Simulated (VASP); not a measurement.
**Molecular dynamics, with input and output: Co5Si3 (part 4 of 6)**

Co5Si3 (disordered cell, 16 atoms in the cell); Kohn-Sham DFT of a periodic cell, PBE, VASP PAW PBE potentials, recommended, no spin polarisation (VASP 6.6.1); cutoff 520 eV, 1×1×1 k-mesh, fermi-dirac of 0.087 eV. It belongs to a series of runs on one base structure; here: Langevin dynamics at 1010 K from the last frame before.

Geometry of the input (Å; fractional positions):
```
6.0338  0.0132  0.0089
0.0132  5.8667  0.1295
0.0089  0.1295  6.1143
Co 0.4142  0.6867  0.9203
Co 0.6331  0.0384  0.2677
Co 0.5075  0.2520  0.8429
Co 0.1256  0.4576  0.6945
Co 0.2895  0.6433  0.2907
Co 0.6375  0.4365  0.1916
Co 0.9208  0.2476  0.3640
Co 0.1110  0.9116  0.6339
Co 0.8624  0.1827  0.9712
Co 0.6083  0.5471  0.5414
Si 0.8257  0.5263  0.8752
Si 0.2257  0.3728  0.0235
Si 0.2200  0.9513  0.0689
Si 0.9353  0.6244  0.3134
Si 0.2883  0.2363  0.4693
Si 0.7409  0.9354  0.6249
```

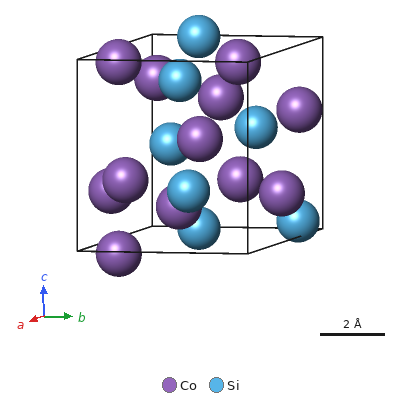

Figure 1. The starting structure (spheres-only view of the cell of the calculation, seen slightly off an axis).

OSZICAR, continued
```
       N       E                     dE             d eps       ncg     rms          rms(c)
DAV:   1    -0.101838413634E+03   -0.47238E-01   -0.22323E+00   136   0.631E+00    0.352E-01
DAV:   2    -0.101873483602E+03   -0.35070E-01   -0.17886E-01   200   0.469E+00    0.246E+00
DAV:   3    -0.101845845022E+03    0.27639E-01   -0.93285E-02   232   0.396E+00    0.531E-01
DAV:   4    -0.101845163056E+03    0.68197E-03   -0.10851E-02   216   0.112E+00    0.427E-01
DAV:   5    -0.101844800120E+03    0.36294E-03   -0.49282E-03   224   0.770E-01    0.381E-01
DAV:   6    -0.101844410746E+03    0.38937E-03   -0.29613E-03   224   0.662E-01    0.220E-01
DAV:   7    -0.101844608670E+03   -0.19792E-03   -0.19556E-03   248   0.537E-01    0.328E-01
DAV:   8    -0.101844152388E+03    0.45628E-03   -0.16118E-03   248   0.510E-01    0.116E-01
DAV:   9    -0.101844560868E+03   -0.40848E-03   -0.18098E-03   240   0.529E-01    0.332E-01
DAV:  10    -0.101844129174E+03    0.43169E-03   -0.15607E-03   256   0.483E-01    0.137E-01
DAV:  11    -0.101844038209E+03    0.90965E-04   -0.34846E-04   224   0.233E-01    0.267E-02
DAV:  12    -0.101844065471E+03   -0.27262E-04   -0.11886E-04   168   0.144E-01    0.780E-02
DAV:  13    -0.101844034939E+03    0.30532E-04   -0.83697E-05   152   0.135E-01    0.132E-02
DAV:  14    -0.101844036363E+03   -0.14238E-05   -0.14430E-05    80   0.521E-02
     37 T=   698. E= -.10039948E+03 F= -.10184404E+03 E0= -.10154288E+03  EK= 0.14446E+01 SP= 0.00E+00 SK= 0.00E+00
       N       E                     dE             d eps       ncg     rms          rms(c)
DAV:   1    -0.101927369320E+03   -0.83334E-01   -0.40356E+00   136   0.813E+00    0.478E-01
DAV:   2    -0.102045391399E+03   -0.11802E+00   -0.41698E-01   208   0.684E+00    0.558E+00
DAV:   3    -0.101938781843E+03    0.10661E+00   -0.31027E-01   224   0.631E+00    0.750E-01
DAV:   4    -0.101936027509E+03    0.27543E-02   -0.25582E-02   216   0.170E+00    0.402E-01
DAV:   5    -0.101935943793E+03    0.83715E-04   -0.78625E-03   208   0.101E+00    0.462E-01
DAV:   6    -0.101935288616E+03    0.65518E-03   -0.47681E-03   216   0.882E-01    0.253E-01
DAV:   7    -0.101935263828E+03    0.24788E-04   -0.25335E-03   224   0.550E-01    0.298E-01
DAV:   8    -0.101935033066E+03    0.23076E-03   -0.21447E-03   256   0.566E-01    0.195E-01
DAV:   9    -0.101935554106E+03   -0.52104E-03   -0.23970E-03   240   0.619E-01    0.406E-01
DAV:  10    -0.101934831204E+03    0.72290E-03   -0.19074E-03   256   0.572E-01    0.662E-02
DAV:  11    -0.101934826479E+03    0.47245E-05   -0.21906E-04   200   0.184E-01    0.599E-02
DAV:  12    -0.101934819705E+03    0.67747E-05   -0.77644E-05   132   0.129E-01
     38 T=   850. E= -.10017698E+03 F= -.10193482E+03 E0= -.10163578E+03  EK= 0.17578E+01 SP= 0.00E+00 SK= 0.00E+00
       N       E                     dE             d eps       ncg     rms          rms(c)
DAV:   1    -0.101992803711E+03   -0.57977E-01   -0.15150E+00   148   0.600E+00    0.469E-01
DAV:   2    -0.102080052098E+03   -0.87248E-01   -0.32037E-01   200   0.657E+00    0.447E+00
DAV:   3    -0.102002398271E+03    0.77654E-01   -0.22956E-01   240   0.558E+00    0.763E-01
DAV:   4    -0.102000463842E+03    0.19344E-02   -0.19102E-02   208   0.137E+00    0.474E-01
DAV:   5    -0.102000389298E+03    0.74544E-04   -0.74963E-03   216   0.926E-01    0.493E-01
DAV:   6    -0.101999506098E+03    0.88320E-03   -0.41615E-03   224   0.828E-01    0.184E-01
DAV:   7    -0.101999611579E+03   -0.10548E-03   -0.15588E-03   216   0.471E-01    0.266E-01
DAV:   8    -0.101999344255E+03    0.26732E-03   -0.13096E-03   256   0.462E-01    0.127E-01
DAV:   9    -0.101999597062E+03   -0.25281E-03   -0.13793E-03   216   0.466E-01    0.262E-01
DAV:  10    -0.101999274325E+03    0.32274E-03   -0.11105E-03   256   0.422E-01    0.949E-02
DAV:  11    -0.101999235703E+03    0.38622E-04   -0.24613E-04   200   0.194E-01    0.364E-02
DAV:  12    -0.101999241739E+03   -0.60360E-05   -0.65004E-05   128   0.111E-01
     39 T=   893. E= -.10015165E+03 F= -.10199924E+03 E0= -.10170306E+03  EK= 0.18476E+01 SP= 0.00E+00 SK= 0.00E+00
       N       E                     dE             d eps       ncg     rms          rms(c)
DAV:   1    -0.102036621521E+03   -0.37386E-01   -0.31125E+00   136   0.751E+00    0.475E-01
DAV:   2    -0.102112244115E+03   -0.75623E-01   -0.34197E-01   208   0.684E+00    0.376E+00
DAV:   3    -0.102048685687E+03    0.63558E-01   -0.20051E-01   248   0.574E+00    0.951E-01
DAV:   4    -0.102045820679E+03    0.28650E-02   -0.24420E-02   208   0.159E+00    0.495E-01
DAV:   5    -0.102045405460E+03    0.41522E-03   -0.84094E-03   208   0.976E-01    0.451E-01
DAV:   6    -0.102044718446E+03    0.68701E-03   -0.45190E-03   200   0.861E-01    0.243E-01
DAV:   7    -0.102044988922E+03   -0.27048E-03   -0.30061E-03   248   0.637E-01    0.371E-01
DAV:   8    -0.102044383195E+03    0.60573E-03   -0.22377E-03   248   0.586E-01    0.124E-01
DAV:   9    -0.102045195961E+03   -0.81277E-03   -0.28693E-03   240   0.680E-01    0.455E-01
DAV:  10    -0.102044294178E+03    0.90178E-03   -0.23426E-03   248   0.627E-01    0.103E-01
DAV:  11    -0.102044249422E+03    0.44756E-04   -0.31979E-04   208   0.210E-01    0.435E-02
DAV:  12    -0.102044257200E+03   -0.77780E-05   -0.11618E-04   168   0.129E-01    0.620E-02
DAV:  13    -0.102044239046E+03    0.18154E-04   -0.57368E-05   120   0.115E-01    0.117E-02
DAV:  14    -0.102044238192E+03    0.85431E-06   -0.11112E-05    80   0.263E-02
     40 T=   856. E= -.10027444E+03 F= -.10204424E+03 E0= -.10175196E+03  EK= 0.17698E+01 SP= 0.00E+00 SK= 0.00E+00
```

Parts of OUTCAR
```
PREC = Accurate
   ENCUT = 520
   EDIFF = 1E-5
   ISMEAR = -1
   LREAL = Auto
   LASPH = True
   NELM = 60
   ISIF = 2
   GGA = PE
   ISYM = 0
   IBRION = 0
   NSW = 40
   POTIM = 3.0
   TEBEG = 1010.0
   NELMIN = 4

 ion  position               nearest neighbor table
   1  0.414  0.687  0.920-  13 2.17  12 2.24   5 2.39   6 2.55   4 2.64  11 2.67   3 2.67  10 2.75
                             8 2.82  16 3.01
   2  0.633  0.038  0.268-   7 2.23  16 2.33   6 2.36   9 2.40  15 2.70  13 2.83   3 2.94  14 3.03
                             5 3.12
   3  0.507  0.252  0.843-  12 2.16   9 2.31  11 2.52  10 2.55   6 2.56  15 2.65   1 2.67  16 2.72
                             4 2.74  13 2.80   2 2.94
   4  0.126  0.458  0.694-  12 2.14  11 2.16  15 2.16   1 2.64   8 2.68   7 2.72   3 2.74  14 2.74
                             9 2.79   5 2.83  10 3.10
   5  0.289  0.643  0.291-  14 2.14  13 2.25  12 2.36   1 2.39   6 2.51  10 2.51  15 2.58   4 2.83
                             8 2.88   2 3.12
   6  0.638  0.436  0.192-  14 2.26  10 2.27   7 2.27  11 2.28   2 2.36   9 2.45   5 2.51   1 2.55
                             3 2.56  12 2.73  15 2.92
   7  0.921  0.248  0.364-  14 2.22   2 2.23   6 2.27  15 2.31   9 2.47  16 2.61   4 2.72   8 2.76
                            10 2.82  12 2.85  13 3.12
   8  0.111  0.912  0.634-  16 2.24  15 2.37   4 2.68  13 2.76   7 2.76   1 2.82  14 2.85   5 2.88
                             9 3.05
   9  0.862  0.183  0.971-  11 2.09   3 2.31   2 2.40   6 2.45   7 2.47  12 2.49  13 2.60  16 2.72
                             4 2.79   8 3.05
  10  0.608  0.547  0.541-   6 2.27  11 2.43  14 2.45  16 2.49   5 2.51   3 2.55  15 2.71   1 2.75
                             7 2.82   4 3.10
  11  0.826  0.526  0.875-   9 2.09   4 2.16   6 2.28  10 2.43   3 2.52   1 2.67  12 2.72  16 2.84
                            14 2.85
  12  0.226  0.373  0.023-   4 2.14   3 2.16   1 2.24   5 2.36  13 2.48   9 2.49  11 2.72   6 2.73
                            15 2.83   7 2.85  14 2.93
  13  0.220  0.951  0.069-   1 2.17   5 2.25  12 2.48   9 2.60   8 2.76   3 2.80   2 2.83  14 2.94
                            15 3.05   7 3.12
  14  0.935  0.624  0.313-   5 2.14   7 2.22   6 2.26  10 2.45   4 2.74  11 2.85   8 2.85  12 2.93
                            16 2.93  13 2.94   2 3.03
  15  0.288  0.236  0.469-   4 2.16   7 2.31   8 2.37   5 2.58   3 2.65   2 2.70  10 2.71  12 2.83
                             6 2.92  13 3.05
  16  0.741  0.935  0.625-   8 2.24   2 2.33  10 2.49   7 2.61   3 2.72   9 2.72  11 2.84  14 2.93
                             1 3.01

IMPORTANT INFORMATION: All symmetrisations will be switched off!
NOSYMM: (Re-)initialisation of all symmetry stuff for point group C_1.

----------------------------------------------------------------------------------------

                                     Primitive cell

  volume of cell :     216.3336

  direct lattice vectors                    reciprocal lattice vectors
     6.033846000  0.013244000  0.008948000     0.165732932 -0.000368962 -0.000234731
     0.013244000  5.866666000  0.129466000    -0.000368962  0.170535073 -0.003610440
     0.008948000  0.129466000  6.114267000    -0.000234731 -0.003610440  0.163628695

  length of vectors
     6.033867170  5.868109304  6.115644076     0.165733509  0.170573687  0.163668690

  position of ions in fractional coordinates (direct lattice)
     0.414244488  0.686728802  0.920306856
     0.633080884  0.038371317  0.267707679
     0.507487669  0.252006904  0.842935899
     0.125562439  0.457560501  0.694467466
     0.289476111  0.643313895  0.290656007
     0.637515651  0.436474125  0.191644899
     0.920788150  0.247563826  0.364000164
     0.110960659  0.911591053  0.633861286
     0.862421122  0.182663736  0.971215545
     0.608281941  0.547117640  0.541356493
     0.825747091  0.526314025  0.875240242
     0.225748587  0.372751108  0.023498577
     0.220042065  0.951255841  0.068907461
     0.935303113  0.624367315  0.313365588
     0.288259089  0.236254439  0.469312813
     0.740918979  0.935361452  0.624916463

  ion indices of the primitive-cell ions
   primitive index   ion index
                 1           1
                 2           2
                 3           3
                 4           4
                 5           5
                 6           6
                 7           7
                 8           8
                 9           9
                10          10
                11          11
                12          12
                13          13
                14          14
                15          15
                16          16

----------------------------------------------------------------------------------------

 KPOINTS: Automatic mesh

Automatic generation of k-mesh.
 Grid dimensions read from file:
 generate k-points for:    1    1    1

 Generating k-lattice:

  Cartesian coordinates                     Fractional coordinates (reciprocal lattice)
     0.165732932 -0.000368962 -0.000234731     1.000000000 -0.000000000 -0.000000000
    -0.000368962  0.170535073 -0.003610440    -0.000000000  1.000000000  0.000000000
    -0.000234731 -0.003610440  0.163628695     0.000000000  0.000000000  1.000000000

  Length of vectors
     0.165733509  0.170573687  0.163668690

  Shift w.r.t. Gamma in fractional coordinates (k-lattice)
     0.250000000  0.250000000  0.250000000

 Subroutine IBZKPT returns following result:
 ===========================================

 Found      1 irreducible k-points:

 Following reciprocal coordinates:
            Coordinates               Weight
  0.250000  0.250000  0.250000      2.000000
   k-points           NKPTS =      1   k-points in BZ     NKDIM =      1   number of bands    NBANDS=     68
   number of dos      NEDOS =    301   number of ions     NIONS =     16
   total plane-waves  NPLWV = 110592
   dimension x,y,z NGX =    48 NGY =   48 NGZ =   48
   dimension x,y,z NGXF=    96 NGYF=   96 NGZF=   96
   ions per type =              10   6
   NGX,Y,Z   is equivalent  to a cutoff of  13.23, 13.60, 13.05 a.u.
   NGXF,Y,Z  is equivalent  to a cutoff of  26.45, 27.20, 26.10 a.u.
 SYSTEM =  unknown system
   PREC   = accura    normal or accurate (medium, high low for compatibility)
   ISTART =      0    job   : 0-new  1-cont  2-samecut
   ICHARG =      2    charge: 1-file 2-atom 10-const
   ISPIN  =      1    spin polarized calculation?
   LNONCOLLINEAR =      F non collinear calculations
   LSORBIT =      F    spin-orbit coupling
   LASPH  =      T    aspherical Exc in radial PAW
   ENCUT  =  520.0 eV  38.22 Ry    6.18 a.u.  11.22 10.91 11.37*2*pi/ulx,y,z
   NELM   =     60;   NELMIN=  4; NELMDL= -5     # of ELM steps
   EDIFF  = 0.1E-04   stopping-criterion for ELM
   LREAL  =      T    real-space projection
   EDIFFG = 0.1E-03   stopping-criterion for IOM
   NSW    =     40    number of steps for IOM
   IBRION =      0    ionic relax: 0-MD 1-quasi-New 2-CG
   NFREE  =      0    steps in history (QN), initial steepest desc. (CG)
   ISIF   =      2    stress and relaxation
   ISYM   =      0    0-nonsym 1-usesym 2-fastsym
   POTIM  = 3.0000    time-step for ionic-motion
   TEBEG  = 1010.0;   TEEND  =1010.0 temperature during run
   PSTRESS=    0.0 pullay stress
   NELECT =     114.0000    total number of electrons
   NUPDOWN=      -1.0000    fix difference up-down
   EMIN   =  10.00;   EMAX   =-10.00  energy-range for DOS
   EFERMI =   0.00;   METHOD = LEGACY
   ISMEAR =    -1;   SIGMA  =   0.09  broadening in eV -4-tet -1-fermi 0-gaus
   EFERMI_NEDOS =   21; number of points for ismear=-14 and -15
   IALGO  =     38    algorithm
   IMIX   =      4    mixing-type and parameters
     AMIX     =   0.40;   BMIX     =  1.00
     AMIX_MAG =   1.60;   BMIX_MAG =  1.00
  volume/ion in A,a.u.               =      13.52        91.24
  Fermi-wavevector in a.u.,A,eV,Ry     =   1.322316  2.498814 23.790040  1.748519
  Thomas-Fermi vector in A             =   2.452006
   LORBIT       =      0    0 simple, 1 ext, 2 COOP (PROOUT), +10 PAW based schemes
   GGA     = PE    functional components
   LHFCALC =     F    Hartree Fock is set to
   AEXX    =    0.0000 exact exchange contribution
   IVDW    =     0    specifies the selected vdW correction
   LEPSILON=     F    determine dielectric tensor
   LRPA    =     F    only Hartree local field effects (RPA)
 molecular dynamics for ions
 non-spin polarized calculation
  energy-cutoff  :      520.00
  volume of cell :      216.33
 maximum number of plane-waves:      5830
 NGX is ok and might be reduce to    48
   NGX = 23   NGY = 21   NGZ = 23

--------------------------------------- Ionic step        1  -------------------------------------------

 number of electron     114.0000000 magnetization

 Free energy of the ion-electron system (eV)
  ---------------------------------------------------
  ext. energy  EPLUGINS =         0.00000000
  ---------------------------------------------------
  free energy    TOTEN  =      -100.10331550 eV

  energy without entropy =      -99.56706059  energy(sigma->0) =      -99.83518805

------------------------ aborting loop because EDIFF is reached ----------------------------------------

  FORCE on cell =-STRESS in cart. coord.  units (eV):
  Direction    XX          YY          ZZ          XY          YZ          ZX
  --------------------------------------------------------------------------------------
  -------------------------------------------------------------------------------------
  Total      -11.1351419    -12.9542958    -13.2920702     -3.7538321      0.1027408      0.4284177
  in kB      -82.4674130    -95.9401569    -98.4417309    -27.8010665      0.7609035      3.1728829
  external PRESSURE =     -92.2831003 kB  Pullay stress =       0.0000000 kB

 VOLUME and BASIS-vectors are now :
 -----------------------------------------------------------------------------
  energy-cutoff  :      520.00
  volume of cell :      216.33
      direct lattice vectors                 reciprocal lattice vectors
     6.033846000  0.013244000  0.008948000     0.165732932 -0.000368962 -0.000234731
     0.013244000  5.866666000  0.129466000    -0.000368962  0.170535073 -0.003610440
     0.008948000  0.129466000  6.114267000    -0.000234731 -0.003610440  0.163628695

 POSITION                                       TOTAL-FORCE (eV/Angst)
 -----------------------------------------------------------------------------------
      2.51682      4.15344      5.71962         1.474957     -0.011510     -1.676034
      3.82282      0.26816      1.64747        -2.593693     -1.543260     -0.247248
      3.07298      1.59429      5.19110        -0.130811     -0.974417     -1.341779
      0.76990      2.77593      4.30652         0.547681      1.829943     -1.313580
      1.75778      3.81557      1.86303         0.298756     -0.268474      0.949921
      3.85417      2.59390      1.23398        -1.145446      0.426216     -1.283315
      5.56243      1.51169      2.26588         1.932535     -0.815160      1.342517
      0.68726      5.43153      3.99461         0.286176     -0.309255      0.241020
      5.21483      1.20879      5.96964         2.292162     -2.439491      0.371861
      3.68237      3.28790      3.38627         0.344889      0.618290      1.193372
      4.99723      3.21196      5.42698        -2.154305      1.930627     -0.913060
      1.36728      2.19284      0.19396        -0.973429      0.091398      2.104635
      1.34091      5.59254      0.54644        -0.790566      0.867312     -0.327908
      5.65455      3.71591      2.00520        -0.991553      1.270714      1.181433
      1.74664      1.45060      2.90267         2.040156     -1.013642     -0.532593
      4.48857      5.57817      3.94863        -0.441703      0.342729      0.249632
 -----------------------------------------------------------------------------------
    total drift:                               -0.004193      0.002020     -0.001126

  FREE ENERGIE OF THE ION-ELECTRON SYSTEM (eV)
  ---------------------------------------------------
  free  energy   TOTEN  =      -100.1033154980 eV

  energy  without entropy=      -99.5670605942  energy(sigma->0) =      -99.83518805

  ENERGY OF THE ELECTRON-ION-THERMOSTAT SYSTEM (eV)
  ---------------------------------------------------
% ion-electron   TOTEN  =      -100.103315  see above
  kinetic energy EKIN   =         2.116343
  kin. lattice  EKIN_LAT=         0.000000  (temperature 1023.29 K)
  nose potential ES     =         0.000000
  nose kinetic   EPS    =         0.000000
  ---------------------------------------------------
  total energy   ETOTAL =       -97.986973 eV
```
